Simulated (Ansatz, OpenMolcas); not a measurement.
# How methods differ on PN (SMILES N#P)

PN: 2 atoms, total charge 0, spin state singlet. SMILES: `N#P`. The bond length is the measured one.

```xyz
2

N     0.0000    0.0000    0.0000
P     0.0000    0.0000    1.4909
```

Each level gives the vertical energy of the triplet above the singlet (eV). The values are calculated.

| level | kind | program | value (eV) | less FCI/STO-3G |
| --- | --- | --- | --- | --- |
| HF/STO-3G | Hartree–Fock | Ansatz | 2.49 | -1.87 |
| HF/STO-3G, open shells restricted | Hartree–Fock | OpenMolcas | 2.80 | -1.56 |
| PBE/STO-3G | GGA | OpenMolcas | 4.76 | +0.40 |
| M06-2X/STO-3G | hybrid meta-GGA | OpenMolcas | 4.59 | +0.23 |
| CAM-B3LYP/STO-3G | range-separated hybrid | Ansatz | 4.43 | +0.07 |
| wB97X/STO-3G | range-separated hybrid | Ansatz | 4.46 | +0.10 |
| CASSCF(4,4)/STO-3G | multireference | OpenMolcas | 4.06 | -0.30 |
| MRCI(4,4)/STO-3G | multireference | OpenMolcas | 4.35 | -0.01 |
| FCI/STO-3G, open shells restricted | exact in the basis | OpenMolcas | 4.36 | 0.00 |

FCI/STO-3G, open shells restricted is exact within its basis and frozen core, so for wave-function methods in that basis the difference is their error; functionals converge differently with the basis, so for them it is only a difference. The values span 2.49 to 4.76 eV. Spin contamination of the reference (⟨S²⟩ at least 0.1 too high) touches HF/STO-3G. All rows use very small basis sets, so even the best lies far from the true value.

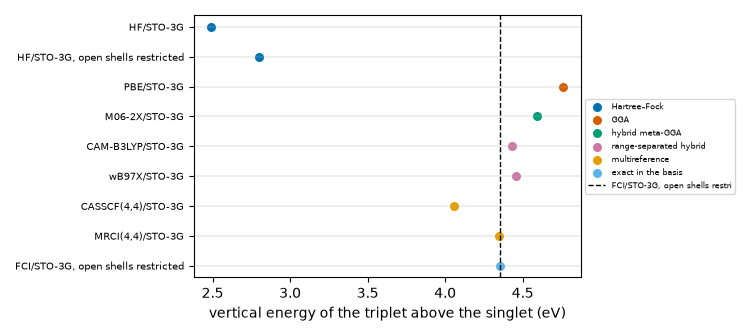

The values of the table, level by level.
